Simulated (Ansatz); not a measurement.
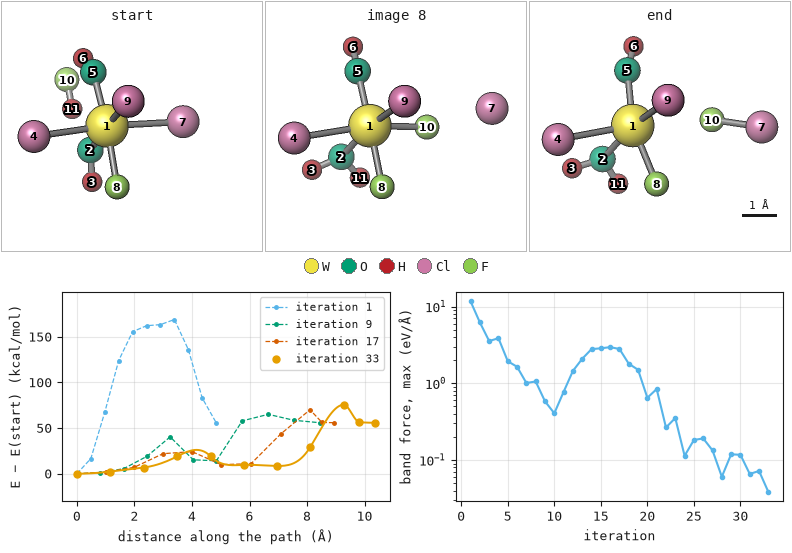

NEB run on WH3O2Cl3F2. Images are numbered from 0 (start) to 10 (end). The plot follows the band through its iterations. The picture is a ball-and-stick view, seen from a free direction.

The calculation used Ansatz, RHF/def2-SVP.

Input
```yaml
crystal:
  periodic: [false, false, false]
  atoms:
    - { symbol: W, position_ang: [-0.072193, -0.178382, -0.268085] }
    - { symbol: O, position_ang: [-0.558149, 0.060831, 1.565398] }
    - { symbol: H, position_ang: [-0.519436, -0.683413, 2.156552] }
    - { symbol: Cl, position_ang: [2.174951, 0.222536, 0.195297] }
    - { symbol: O, position_ang: [-0.458883, 1.56116, -0.420866] }
    - { symbol: H, position_ang: [-0.767429, 2.322844, 0.075538] }
    - { symbol: Cl, position_ang: [-2.234596, -0.851386, -0.820356] }
    - { symbol: F, position_ang: [0.213114, -1.919704, 0.320773] }
    - { symbol: Cl, position_ang: [0.53099, -0.609183, -2.450513] }
    - { symbol: F, position_ang: [-1.277879, 2.629162, 1.860989] }
    - { symbol: H, position_ang: [-1.10989, 1.759134, 2.088672] }
basis:
  gaussian: { orbitals: def2-SVP }
hamiltonian:
  xc: hf
neb:
  order_check: false
  images: 9
  f_tol: 0.05
  max_iterations: 60
  initial_path: linear
  final_atoms:
    - { symbol: W, position_ang: [0.09808214, 0.22338763, 0.01052588] }
    - { symbol: O, position_ang: [-0.03794767, 0.54555965, 2.2529816] }
    - { symbol: H, position_ang: [0.81254144, 0.38654875, 2.65330092] }
    - { symbol: Cl, position_ang: [2.35603203, -0.12426722, 0.62110965] }
    - { symbol: O, position_ang: [0.0167684, 2.03123732, -0.23269239] }
    - { symbol: H, position_ang: [-0.34055367, 2.90109218, -0.27989893] }
    - { symbol: Cl, position_ang: [-3.41770005, -0.34823956, -1.36544147] }
    - { symbol: F, position_ang: [-0.61369577, -1.42190804, 0.54471408] }
    - { symbol: Cl, position_ang: [0.14566752, -0.41067389, -2.27711248] }
    - { symbol: F, position_ang: [-2.40497408, 0.46114066, -0.37095443] }
    - { symbol: H, position_ang: [-0.69362029, 0.06972152, 2.74686657] }
```

Launched with:
```bash
ansatz run input.yaml --threads 4 --pin off --max-ram 5120MiB --backend cpu --events-out ev --progress --plain --runs-dir out
```

### Judge this run.

The run is converged, with reservations. The band converged in 33 iterations. The largest component of the band force went from 12 to 0.038 eV/Å. The climbing image converged on the top of the path. Its curvatures weren't checked. The straight starting path can push atoms close together and costs iterations. The first iteration put the highest image at 169.0 kcal/mol. The highest point, image 8, lies 75.6 kcal/mol above the start and 19.7 kcal/mol above the end; the end is at +55.9 kcal/mol relative to the start.

Limits of the set-up: Hartree-Fock leaves out electron correlation.
